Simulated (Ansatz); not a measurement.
# C2H7B: the cost of one run

Computed with Ansatz 0.2.0, Gaussian basis. Level: PBE0-D4, def2-SVP first, then def2-TZVP.

114 further runs of the same task are left out: 114 set aside as unsound or not needed.

## 1. Where the work starts

The guess: 10 atoms, charge 0, spin multiplicity 1.

Atoms are counted from 1 here; the program's logs count them from 0.

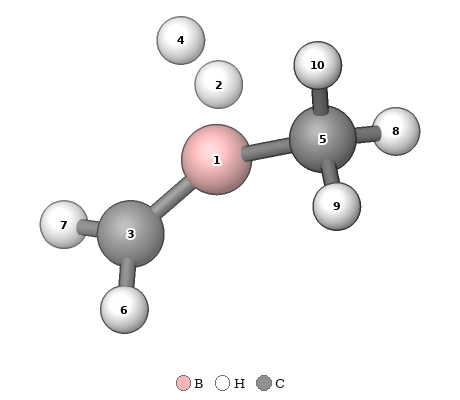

As it starts; boron pink, hydrogen white, carbon grey; atoms are numbered from 1 in the order of the file.

As a file:

```xyz
10
C2H7B
B    -0.0259    0.0429   -0.2231
H     1.0869   -0.3265   -1.2090
C    -1.1727    0.3629   -0.9725
H     1.3338    0.5059   -1.1087
C     0.4481   -0.3231    1.2360
H    -2.1677    0.3822   -0.5522
H    -1.1831    0.6040   -2.0250
H     0.9482   -1.2902    1.2923
H    -0.4045   -0.3707    1.9101
H     1.1369    0.4125    1.6522
```

Distances that are to change: H2–H4 0.87 Å, B1–H2 1.53 Å, C3–H4 2.51 Å.

## 2. Relaxing the guess with the reacting distances held

The input, hold/in.yaml:

```yaml
crystal:
  periodic: [false, false, false]
  atoms:
    - {symbol: B, position_ang: [-0.025900, 0.042900, -0.223100]}
    - {symbol: H, position_ang: [1.086900, -0.326500, -1.209000]}
    - {symbol: C, position_ang: [-1.172700, 0.362900, -0.972500]}
    - {symbol: H, position_ang: [1.333800, 0.505900, -1.108700]}
    - {symbol: C, position_ang: [0.448100, -0.323100, 1.236000]}
    - {symbol: H, position_ang: [-2.167700, 0.382200, -0.552200]}
    - {symbol: H, position_ang: [-1.183100, 0.604000, -2.025000]}
    - {symbol: H, position_ang: [0.948200, -1.290200, 1.292300]}
    - {symbol: H, position_ang: [-0.404500, -0.370700, 1.910100]}
    - {symbol: H, position_ang: [1.136900, 0.412500, 1.652200]}
basis:
  gaussian: {orbitals: def2-SVP}
hamiltonian: {xc: pbe0, dispersion: d4}
relax: {f_tol: 0.04, max_steps: 150, escape_saddle: false, constraints: [{distance: [1, 3]}, {distance: [0, 1]}, {distance: [2, 3]}]}
```

On the command line:

```bash
$ ansatz run in.yaml --threads 2 --pin off --events-out ev --progress --plain --max-ram 4352MiB
```

**Question.** How long does this run take on 2 threads of Arm Neoverse V2, shared host?

About 8.5 s.
